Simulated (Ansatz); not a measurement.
# F on Ni(111): change of the work function, part 4 of 4

Wanted: Δφ(θ) for F/Ni(111), starting from the fcc site.

Ansatz 0.2.0; plane-wave DFT, PBE, Ansatz PAW.

So far, work function, upper face (eV): step 2 (the clean slab) 5.07; step 3 (37 atoms, coverage 0.111 ML, cell 3x3) 5.34.

**4. Adsorbate added, k-mesh 6×6×1, coverage 0.25 ML (continued)**

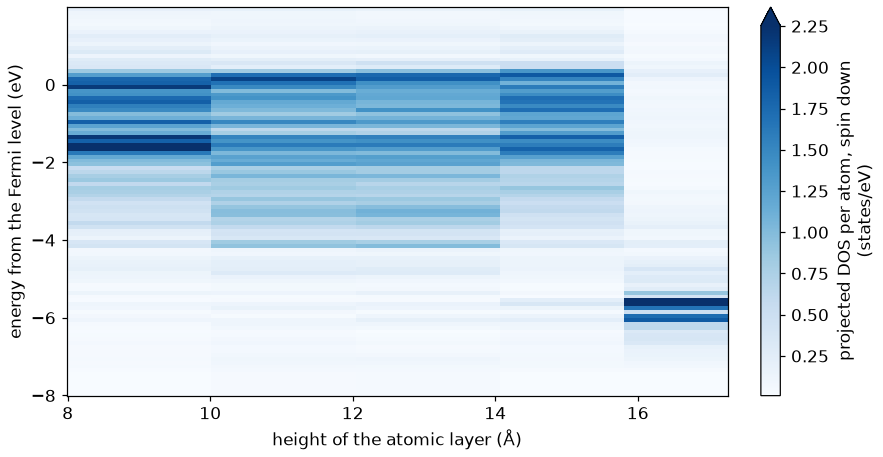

Projected DOS per atom, spin down over height of the atomic layer and energy from the Fermi level. Layers: Ni4 Ni4 Ni4 Ni4 F from below.

Site moment by atom:

```
atom  site moment (μB)
 Ni1             0.699
 Ni2             0.709
 Ni3             0.728
 Ni4             0.789
 Ni5             0.699
 Ni6             0.718
 Ni7             0.728
 Ni8             0.789
 Ni9             0.699
Ni10             0.718
Ni11             0.728
Ni12             0.789
Ni13             0.695
Ni14             0.718
Ni15             0.655
Ni16             0.742
 F17             0.075
```

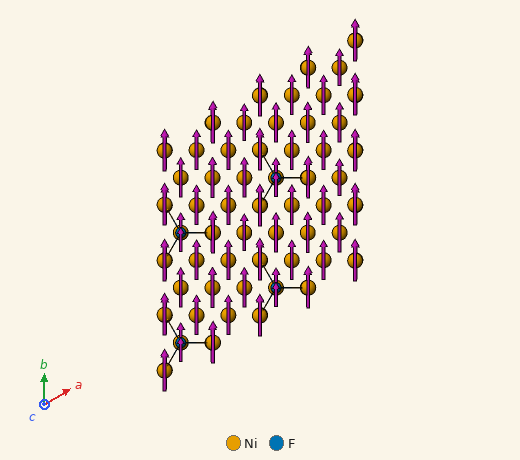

Site moment as arrows, the longest 0.789 μB. Up and down stand for the sign. Arrows give size and sign along the axis of quantisation, drawn up and down the page. Each arrow also spans its atom, so small moments look longer than they are. Bonds to atoms that aren't drawn are left out. 2×2×1 cells are drawn. Some periodic images of atoms are drawn too.

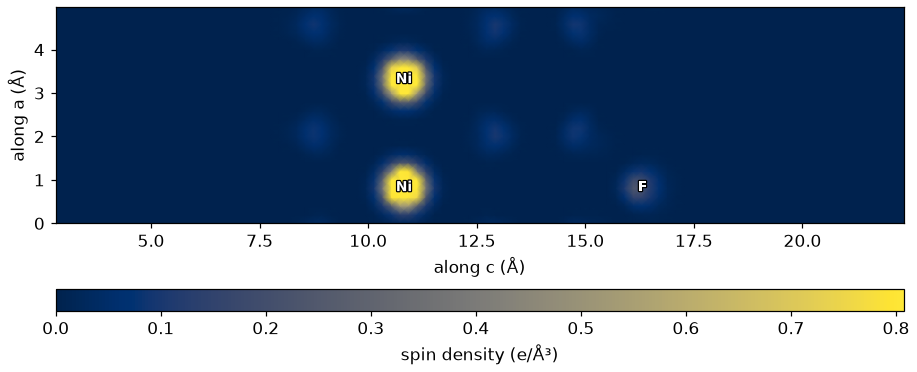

Spin density in the ca plane at fractional y = 0.167, with atoms of Ni and F within 0.2 Å of it. The far vacuum is left out of the map.

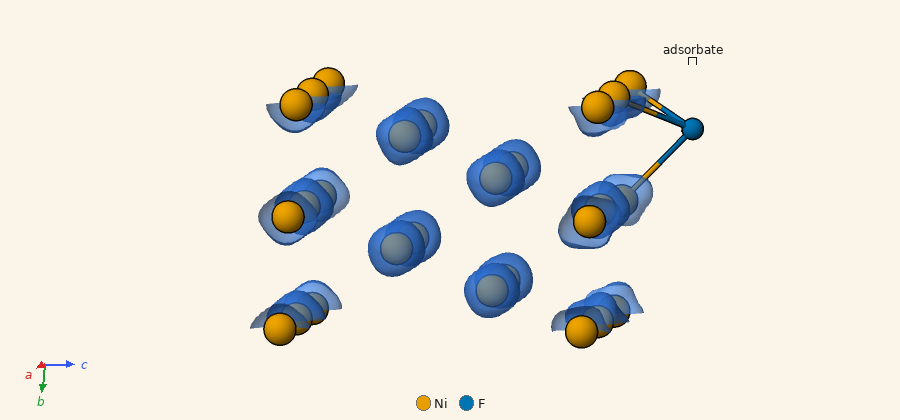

Surface of spin density = 0.24 e/Å³, which holds about 70 % of the integral of its size. Bonds to atoms that aren't drawn are left out.

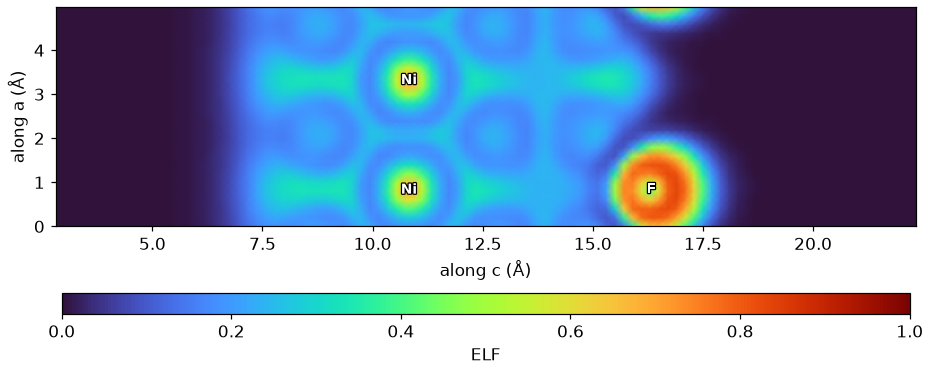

ELF in the ca plane at fractional y = 0.167, with atoms of Ni and F within 0.2 Å of it. It is the smooth field of the valence electrons, not physical close to the nuclei. The far vacuum is left out of the map.

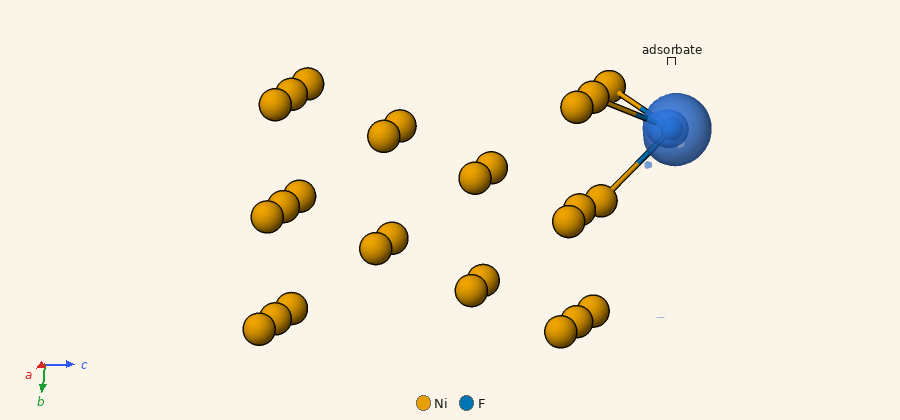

Surface of ELF = 0.76. Bonds to atoms that aren't drawn are left out.

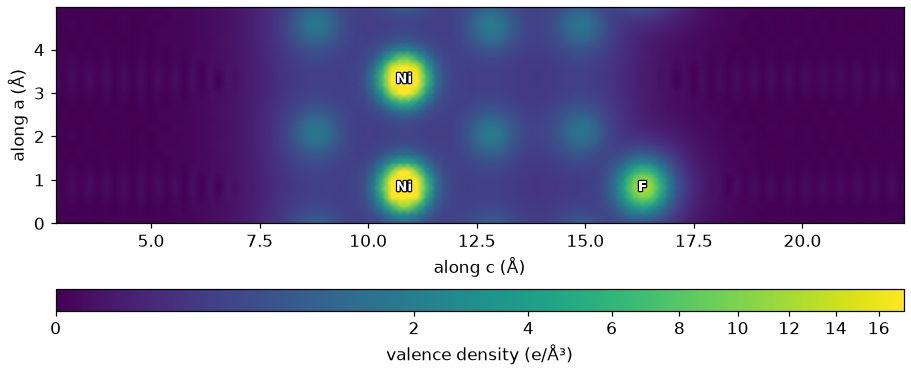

Valence density in the ca plane at fractional y = 0.167, with atoms of Ni and F within 0.2 Å of it. It is the smooth field of the valence electrons, not physical close to the nuclei. The colour scale is stretched toward low values. The far vacuum is left out of the map.

The relaxation took 5 steps and lowered the energy by 0.46 eV; the largest force on the free atoms ends at 0.0081 eV/Å.

By hand: a sheet of dipoles makes a step −p/(ε₀A) in the electron's potential. With e/ε₀ = 180.95 V·Å, p = -0.07215 e·Å and A = 21.46 Å², that is −180.95 × (-0.07215) / 21.46 = +0.608 eV, and the two vacuum levels of the run differ by +0.608 eV.

The covered face has 5.68 eV, +0.61 eV against the clean one; the bare back face has moved by -0.01 eV, a measure of how thin the slab is.

**5. Adsorbate added, k-mesh 6×6×1, coverage 0.5 ML**

System of this step: Ni8F (F/Ni(111)). The cell holds 18 atoms: 16 Ni and 2 F. Cell: a = 4.978 Å, b = 4.978 Å, c = 25.251 Å, α = 90.0°, β = 90.0°, γ = 60.0°. Vacuum lies along c.

Another coverage, to see how the dipoles act on each other as their distance changes.

Contents of input.yaml:

```yaml
crystal:
  lattice:
    - [4.9780317395, 0.0, 0.0]
    - [2.4890158698, 4.3111019473, 0.0]
    - [0.0, 0.0, 25.2506310946]
  atoms:
    - { symbol: Ni, position: [0.0, 0.0, 0.3564267351], spin: 0.7 }
    - { symbol: Ni, position: [0.1666666667, 0.1666666667, 0.4369107808], spin: 0.72 }
    - { symbol: Ni, position: [0.3333333333, 0.3333333333, 0.517127165], spin: 0.72 }
    - { symbol: Ni, position: [0.0, 0.0, 0.5965382084], spin: 0.7 }
    - { symbol: Ni, position: [0.0, 0.5, 0.3564267351], spin: 0.7 }
    - { symbol: Ni, position: [0.1666666667, 0.6666666667, 0.4369107808], spin: 0.72 }
    - { symbol: Ni, position: [0.3333333333, 0.8333333333, 0.517127165], spin: 0.72 }
    - { symbol: Ni, position: [0.0, 0.5, 0.5965382084], spin: 0.7 }
    - { symbol: Ni, position: [0.5, 0.0, 0.3564267351], spin: 0.7 }
    - { symbol: Ni, position: [0.6666666667, 0.1666666667, 0.4369107808], spin: 0.72 }
    - { symbol: Ni, position: [0.8333333333, 0.3333333333, 0.517127165], spin: 0.72 }
    - { symbol: Ni, position: [0.5, 0.0, 0.5965382084], spin: 0.7 }
    - { symbol: Ni, position: [0.5, 0.5, 0.3564267351], spin: 0.7 }
    - { symbol: Ni, position: [0.6666666667, 0.6666666667, 0.4369107808], spin: 0.72 }
    - { symbol: Ni, position: [0.8333333333, 0.8333333333, 0.517127165], spin: 0.72 }
    - { symbol: Ni, position: [0.5, 0.5, 0.5965382084], spin: 0.7 }
    - { symbol: F, position: [0.1666666667, 0.1666666667, 0.6435732649] }
    - { symbol: F, position: [0.6666666667, 0.1666666667, 0.6435732649] }
magnetization:
  spin_polarized: true
kpoints:
  mp_grid: { grid: [6, 6, 1] }
hamiltonian:
  xc: pbe
scf:
  occupations: { method: fermi_dirac, width: 0.1 }
  convergence: { dr2_threshold: 1.0e-08 }
efield:
  axis: 3
  dipole_correction: true
  ramp_position: 0.97
  ramp_width: 0.06
relax:
  f_tol: 0.02
  max_steps: 60
  constraints: [{ sites: [0, 1, 4, 5, 8, 9, 12, 13] }]
output:
  dos: { projected: true, e_range: [-8, 4] }
  write_potential: true
  write_density: true
  volumetric_format: npy
  elf: true
```

Run with:

```bash
> ansatz run input.yaml --threads 4 --pin off --max-ram 16384MiB --backend cpu --events-out ev --progress --plain --runs-dir out
```

Numbers of over 12 decimals in the logs are rounded to 6 here.

The log of the run:

```text
[...]
Crystal: 18 atoms, lattice volume = 541.899 Å³
Basis set: ecut = 420 eV, 10567 PW (Γ), exchange–correlation on 72×72×360 points (8 copies of the dense FFT grid, shifted against one another)
Bands: 189, of which v1, the nominal top of the filled ones, is band 151 counted from 1 (150 counted from 0)
[...]
- { symbol: Ni, position: [0.5, 0.500000, 0.3564267351] }
    - { symbol: Ni, position: [0.666667, 0.666667, 0.436911] }
    - { symbol: Ni, position: [0.833534, 0.832933, 0.518691] }
    - { symbol: Ni, position: [0.499453, 0.501095, 0.595713] }
    - { symbol: F, position: [0.153099, 0.193802, 0.652600] }
    - { symbol: F, position: [0.653099, 0.193802, 0.652600] }
[key lines of the parts left out:]
SCF converged after 12 iterations
Magnetization: 11.5039 μB (156.7519 up, 145.2481 down)
Free energy (F): -95047.165386 eV
Fermi energy:    2.311208 eV
Dipole field:    D = -0.054582 V/Å  (p = -0.163459 e·Å, saw-weighted, corrected)
Work function:   Φ+ = 6.4442 eV   Φ− = 5.0660 eV
```

The job ended after 15 min (4 threads of Arm Neoverse V1, shared host; peak memory 3.8 GiB).

The steps of the relaxation:

```
step  energy less that of the first step (eV)  largest force component (eV/Å)
   1                                   0.0000                          3.1712
   2                                  -0.4192                          2.0556
   3                                  -0.7800                          0.2595
   4                                  -0.7921                          0.0661
   5                                  -0.7933                          0.0175
```

The run keeps the 4 symmetry operations that it works with, so distortions that break them were not tested.

The atoms that moved most (Å):

```
atom     dx      dy      dz  length
 F18  0.000   0.117   0.228   0.256
 F17  0.000   0.117   0.228   0.256
 Ni4  0.000  -0.064   0.047   0.079
Ni12  0.000  -0.064   0.047   0.079
 Ni7  0.000  -0.002   0.039   0.040
Ni15  0.000  -0.002   0.039   0.040
Ni11  0.000  -0.005  -0.026   0.026
 Ni3  0.000  -0.005  -0.026   0.026
```

Final coordinates:

```xyz
18
Lattice="4.9780 0.0000 0.0000 2.4890 4.3111 0.0000 0.0000 0.0000 25.2506" Properties=species:S:1:pos:R:3
Ni    0.0000    0.0000    9.0000
Ni    1.2445    0.7185   11.0323
Ni    2.4890    1.4317   13.0322
Ni    0.0000   -0.0638   15.1099
Ni    1.2445    2.1556    9.0000
Ni    2.4890    2.8741   11.0323
Ni    3.7335    3.5909   13.0973
Ni    1.2445    2.1603   15.0421
Ni    2.4890    0.0000    9.0000
Ni    3.7335    0.7185   11.0323
Ni    4.9780    1.4317   13.0322
Ni    2.4890   -0.0638   15.1099
Ni    3.7335    2.1556    9.0000
Ni    4.9780    2.8741   11.0323
Ni    6.2225    3.5909   13.0973
Ni    3.7335    2.1603   15.0421
F     1.2445    0.8355   16.4786
F     3.7335    0.8355   16.4786
```

The density of states has structure finer than the step of the table below, so its rows give means over 0.5 eV, whole bins alone (the curve runs from -8 to 1.98 eV). Peaks (eV: height): total -2.29: 60.2, -2.14: 57.4, -2.02: 58.3, -1.11: 59.9, -0.90: 70.3, -0.84: 58.6, -0.75: 70.1; up -2.29: 39.7, -2.14: 34.5, -2.02: 43.6, -1.71: 30.5, -1.17: 36.7, -0.90: 33.4, -0.75: 50.6; down -1.62: 32.9, -1.56: 34.1, -1.41: 32.9, -0.96: 33.2, -0.90: 36.9, 0.00: 33.5, 0.15: 31.9.

Density of states against energy, zero at the Fermi level; means over each step; values in states/eV a cell:

```
energy (eV)  total     up   down
       -7.5   1.52  0.784  0.736
       -7.0   2.82   1.51   1.31
       -6.5   6.22   3.48   2.74
       -6.0   9.04   5.18   3.86
       -5.5   8.39   3.36   5.03
       -5.0   6.88   4.07   2.81
       -4.5   10.1   6.94   3.20
       -4.0   21.5   14.1   7.41
       -3.5   25.4   14.6   10.8
       -3.0   25.5   13.9   11.6
       -2.5   35.8   22.3   13.5
       -2.0   39.6   22.6   17.0
       -1.5   46.9   21.7   25.3
       -1.0   50.0   29.7   20.3
       -0.5   38.1   16.7   21.4
        0.0   27.2   2.70   24.5
        0.5   12.7   2.65   10.1
        1.0   5.94   2.81   3.13
        1.5   4.45   1.69   2.76
```

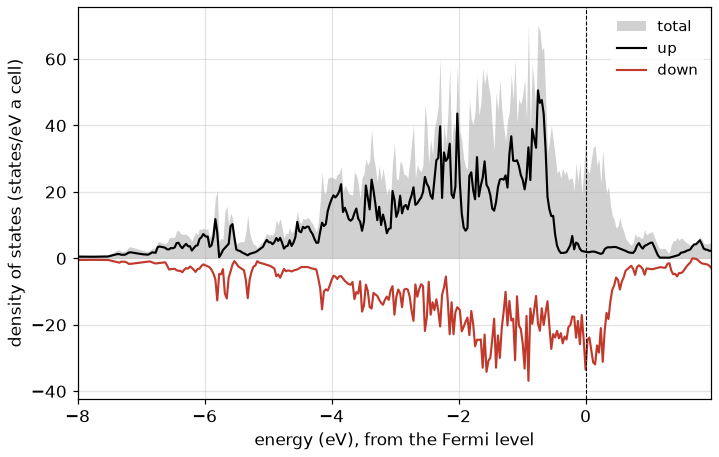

Density of states against energy. Down spins are drawn negative.

The relaxation took 5 steps and lowered the energy by 0.79 eV; the largest force on the free atoms ends at 0.018 eV/Å.

The covered face has 6.44 eV, +1.37 eV against the clean one; the bare back face has moved by -0.02 eV, a measure of how thin the slab is.

**6. Adsorbate added, k-mesh 12×12×1, coverage 1 ML**

System of this step: Ni4F (F/Ni(111)). The cell holds 5 atoms: 4 Ni and 1 F. Cell: a = 2.489 Å, b = 2.489 Å, c = 25.251 Å, α = 90.0°, β = 90.0°, γ = 60.0°. Vacuum lies along c.

Another coverage, to see how the dipoles act on each other as their distance changes.

input.yaml, the sections that differ from step 5:

```yaml
crystal:
  lattice:
    - [2.4890158698, 0.0, 0.0]
    - [1.2445079349, 2.1555509736, 0.0]
    - [0.0, 0.0, 25.2506310946]
  atoms:
    - { symbol: Ni, position: [0.0, 0.0, 0.3564267351], spin: 0.7 }
    - { symbol: Ni, position: [0.3333333333, 0.3333333333, 0.4369107808], spin: 0.72 }
    - { symbol: Ni, position: [0.6666666667, 0.6666666667, 0.517127165], spin: 0.72 }
    - { symbol: Ni, position: [0.0, 0.0, 0.5965382084], spin: 0.7 }
    - { symbol: F, position: [0.3333333333, 0.3333333333, 0.6435732649] }
kpoints:
  mp_grid: { grid: [12, 12, 1] }
relax:
  f_tol: 0.02
  max_steps: 60
  constraints: [{ sites: [0, 1] }]
output:
  write_potential: true
  write_density: true
  volumetric_format: npy
# magnetization, hamiltonian, scf, efield: as in step 5
```

The log of the run:

```text
[...]
Crystal: 5 atoms, lattice volume = 135.475 Å³
Basis set: ecut = 420 eV, 2539 PW (Γ), exchange–correlation on 36×36×360 points (8 copies of the dense FFT grid, shifted against one another)
Bands: 50, of which v1, the nominal top of the filled ones, is band 40 counted from 1 (39 counted from 0)
[...]
F+E_penalty+E_count = -24165.36032405 eV   max|allowed force component| = 7.170e-4 eV/Å
  atoms:
[...]
- { symbol: Ni, position: [0.333333, 0.333333, 0.436911] }
    - { symbol: Ni, position: [0.666667, 0.666667, 0.517654] }
[...]
- { symbol: F, position: [0.333333, 0.333333, 0.651660] }
[key lines of the parts left out:]
SCF converged after 10 iterations
Magnetization: 3.2995 μB (41.1498 up, 37.8502 down)
Free energy (F): -24165.360324 eV
Fermi energy:    2.189641 eV
Dipole field:    D = -0.104239 V/Å  (p = -0.078042 e·Å, saw-weighted, corrected)
Work function:   Φ+ = 7.6994 eV   Φ− = 5.0673 eV
```

Wall time 61 s (4 threads); peak memory 0.58 GiB.

Step by step:

```
step  energy less that of the first step (eV)  largest force component (eV/Å)
   1                                   0.0000                          2.8736
   2                                  -0.1368                          1.7936
   3                                  -0.2354                          0.2390
   4                                  -0.2370                          0.0380
   5                                  -0.2370                          0.0007
```

The run keeps the 6 symmetry operations that it works with, so distortions that break them were not tested.

The atoms that moved most (Å):

```
atom     dx     dy     dz  length
  F5  0.000  0.000  0.204   0.204
 Ni4  0.000  0.000  0.030   0.030
 Ni3  0.000  0.000  0.013   0.013
```

The relaxed structure:

```
Ni F
1.0
     2.48902    0.00000    0.00000
     1.24451    2.15555    0.00000
     0.00000    0.00000   25.25063
Ni F
4 1
Direct
  0.00000 0.00000 0.35643
  0.33333 0.33333 0.43691
  0.66667 0.66667 0.51765
  0.00000 0.00000 0.59771
  0.33333 0.33333 0.65166
```

Running mean over 2.032 Å of the planar mean; the ramp of the sawtooth is left out. Electron's electrostatic potential energy less the Fermi level against z:

```
z (Å)  electron's electrostatic potential energy less the Fermi level (eV)
    4                                                                 5.07
    6                                                                 5.02
    8                                                                -3.20
   10                                                                -10.3
   12                                                                -10.3
   14                                                                -10.7
   16                                                                -9.03
   18                                                                 7.20
   20                                                                 7.70
   22                                                                 7.70
```

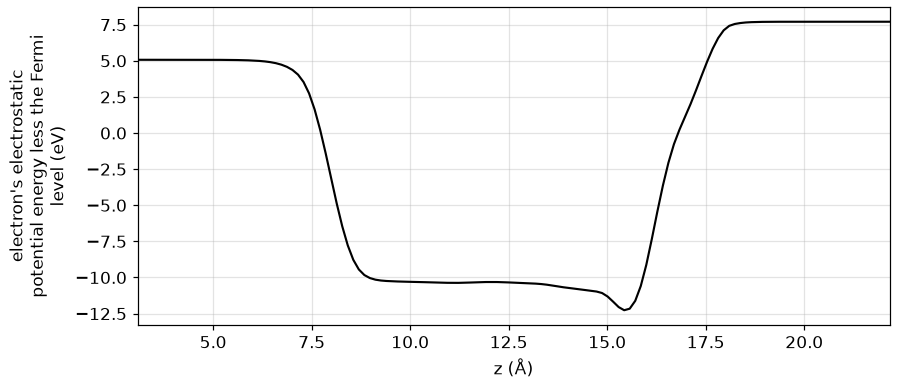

Electron's electrostatic potential energy less the Fermi level against z.

The relaxation took 5 steps and lowered the energy by 0.24 eV; the largest force on the free atoms ends at 7.2e-4 eV/Å.

The covered face has 7.70 eV, +2.63 eV against the clean one; the bare back face has moved by -0.01 eV, a measure of how thin the slab is.

**7. Work function against coverage**

This step: plane-wave DFT, PBE, Ansatz PAW; work function against coverage (Ansatz 0.2.0).

The runs are now put side by side.

Numbers from this step:

* work function of the clean face: 5.072 eV
* largest change of the work function: 2.627 eV

Work function of the covered face against coverage:

```
coverage (adsorbates/nm²)  work function of the covered face (eV)
                     0.00                                    5.07
                     2.07                                    5.34
                     4.66                                    5.68
                     9.32                                    6.44
                    18.64                                    7.70
```

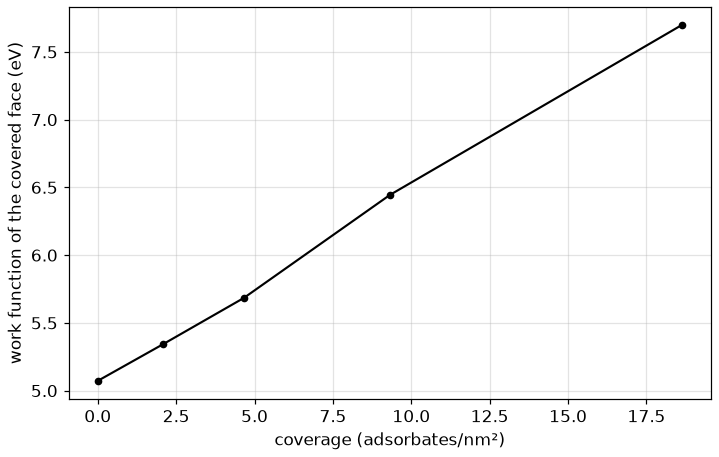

Work function of the covered face, plotted against coverage.

The dipole per adsorbate comes from the change of the cell's dipole. Coverage, by row:

```
coverage (1/nm²)  coverage (ML)  work function (eV)  change (eV)  dipole per adsorbate, positive end outwards (debye)  mean height of the added atoms over the highest substrate atom (Å)
           2.071         0.1111               5.341       0.2689                                               -0.346                                                               1.419
            4.66           0.25               5.684       0.6118                                               -0.352                                                               1.434
           9.319            0.5               6.444        1.372                                               -0.395                                                               1.369
           18.64              1               7.699        2.627                                               -0.376                                                               1.362
```

**8. Outcome**

```
work function of the clean face                        : 5.07 eV
work function at 0.11 ML                               : 5.34 eV
work function at 0.25 ML                               : 5.68 eV
work function at 0.5 ML                                : 6.44 eV
work function at 1 ML                                  : 7.70 eV
dipole per adsorbate at 0.11 ML, positive end outwards : -0.35 D
```

In words: F raises the work function of Ni(111) at the lowest coverage, by 0.27 eV: the adsorbate layer has its negative end outwards. The slab has 4 layers, at the tabulated experimental lattice constant, one starting site was run, and quantum-size effects of a slab this thin can reach one or two tenths of an eV. The magnetic order is the one reached from the typed start; other orders were not compared.

[Logs are printed without paths, hosts, clocks, repeated set-up lines and the standing remarks that a program may print on its own settings, such as how far it seeks lower states.]

[Hosts, paths, dates, database ids (printed as entryN), source tags and the programs' standing remarks are cut or masked in the printed files.]

[Maps of the electrostatic potential energy from Ansatz leave out the sawtooth potential of an applied field or a dipole correction, so their vacuum need not be flat; planar profiles and work functions include it.]
